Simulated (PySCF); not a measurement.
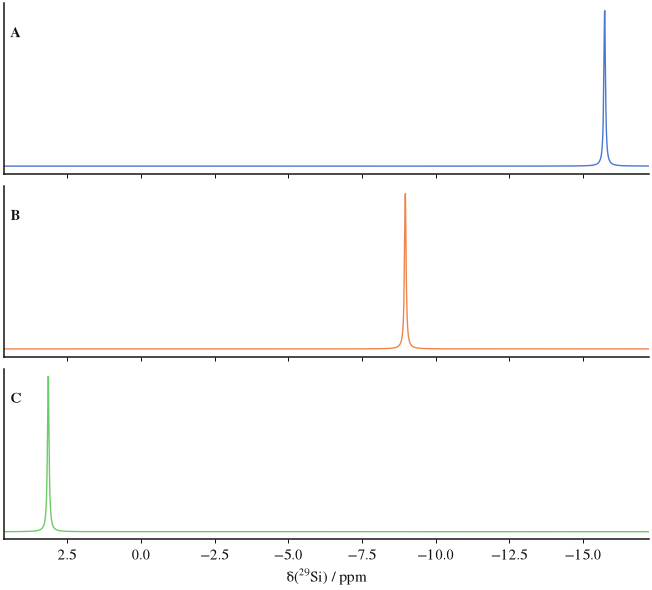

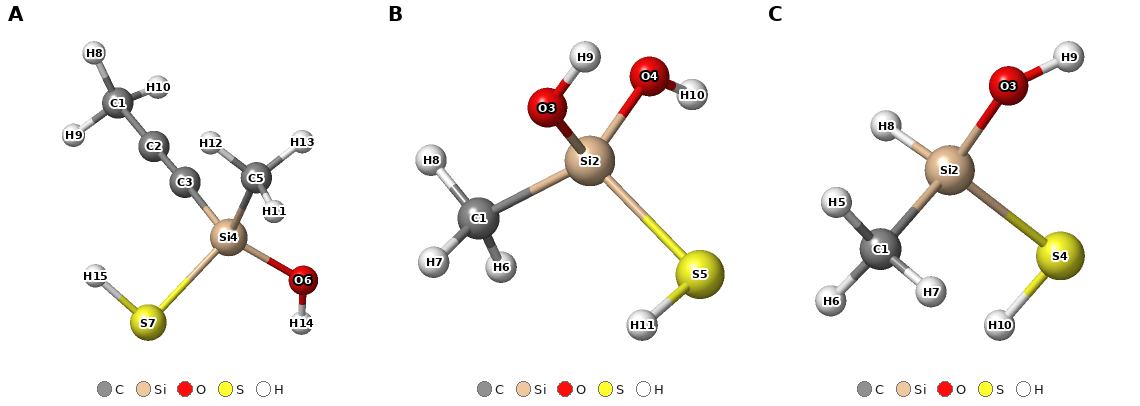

Related molecules: A is C₄H₈OSSi, SMILES CC#C[Si@](C)(O)S; B is CH₆O₂SSi, SMILES C[Si](O)(O)S; C is CH₆OSSi, SMILES C[Si@@H](O)S. GIAO ²⁹Si shifts against TMS, PBE0/pcSseg-1 with PySCF, at a GFN2-xTB geometry (no frequency check); fully decoupled, line heights follow the number of nuclei within a panel, widths are arbitrary (no quadrupolar broadening); values of one conformer, averaged over nuclei that symmetry or rotation about single bonds exchange, these motions taken as fast.

How does the ²⁹Si shift respond?

From A (−15.7 ppm) to B (−9.0 ppm) the nucleus is deshielded by 6.8 ppm. From A (−15.7 ppm) to C (3.1 ppm) the nucleus is deshielded by 18.9 ppm.

Caveats, for all or some of the runs: the tight-binding geometry is rougher than a DFT one and adds to the error.
